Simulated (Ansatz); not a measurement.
BH₈NOSi

Input file:

```
crystal:
  periodic: [false, false, false]
  atoms:
    - {symbol: B, position_ang: [0.604795, -0.555023, 0.006636]}
    - {symbol: N, position_ang: [1.866266, 0.424450, -0.370778]}
    - {symbol: H, position_ang: [0.959441, -1.135453, 1.018801]}
    - {symbol: H, position_ang: [0.488343, -1.298733, -0.953651]}
    - {symbol: H, position_ang: [2.013179, 1.090812, 0.381957]}
    - {symbol: O, position_ang: [-0.475395, 0.386078, 0.188656]}
    - {symbol: Si, position_ang: [-2.067707, 0.113437, 0.330311]}
    - {symbol: H, position_ang: [2.720077, -0.104510, -0.514414]}
    - {symbol: H, position_ang: [1.654771, 0.947680, -1.215461]}
    - {symbol: H, position_ang: [-2.751814, 1.431247, 0.424358]}
    - {symbol: H, position_ang: [-2.613541, -0.622513, -0.847222]}
    - {symbol: H, position_ang: [-2.398416, -0.677570, 1.550706]}
basis:
  gaussian: {orbitals: def2-TZVPP}
hamiltonian: {xc: pbe0, dispersion: d4}
output: {orbitals: {seedname: orbitals}}
```

Launched as:

```sh
ansatz run in.yaml --threads 4 --pin off --events-out ev --progress --plain --max-ram 9574MiB
```

The product side of a reaction path; geometry: PBE0-D4/def2-TZVP.

These are results of RKS PBE0-D4/def2-TZVPP (Ansatz), not measurements.

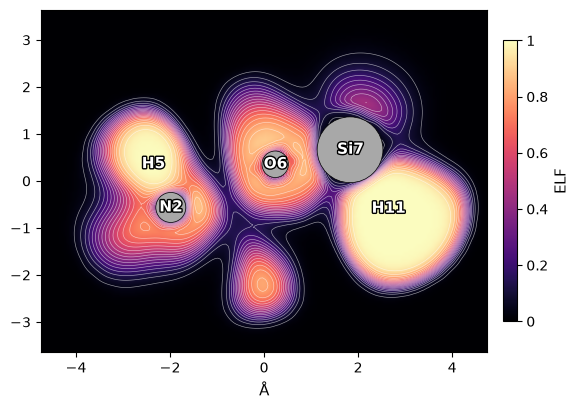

Figure 1. Electron localisation function on the plane of atoms O6, Si7 and H11. Grey discs cover the atomic cores.

**Describe what can be read from this map.**

- The plane passes through N, H, O and Si nuclei.
- Si–O (1.62 Å): the ELF peaks at about 0.85 between the atoms, as expected for a short, strongly polar bond.
- N–H (1.02 Å): the ELF climbs to about 1 towards the hydrogen, as it does in any bond to H; a covalent bond by its length.
- Si–H (1.49 Å): the ELF climbs to about 1 towards the hydrogen.
- The ELF also peaks beside O6, away from the bonds: lone-pair regions.

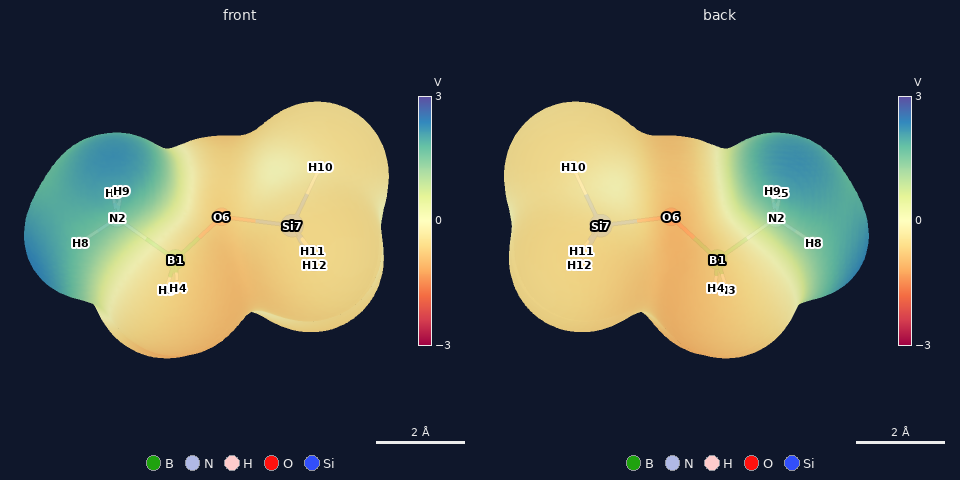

Figure 2. The electrostatic potential painted on the density surface at 0.001 e/bohr³, seen from the front and from behind; red is negative and blue positive.

**Which sites attract a positive test charge, and which a negative one?**

A positive charge is drawn to the negative regions and a negative charge to the positive ones. The most negative region (about −1.1 V) lies over H3, the most positive (about +2.4 V) over H8.

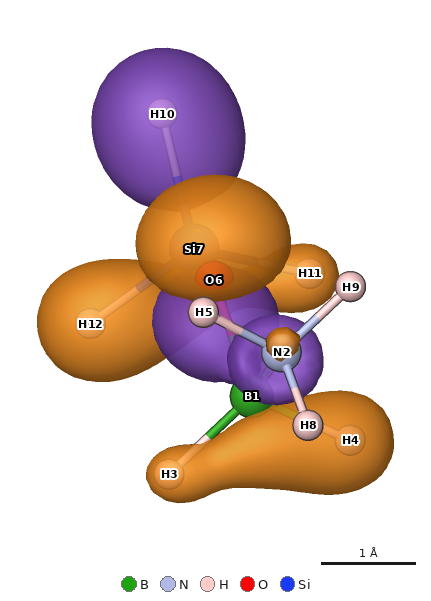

Figure 3. The HOMO−1 at ±0.15 Å⁻³ᐟ² (orange and purple are the two phases), seen at an oblique angle.

**What is the character of this orbital?**

It lies mainly on O6 (about 35 %), Si7 (about 20 %), H10 (about 15 %), B1 (about 10 %) and H12 (about 10 %). Its energy is −8.07 eV.
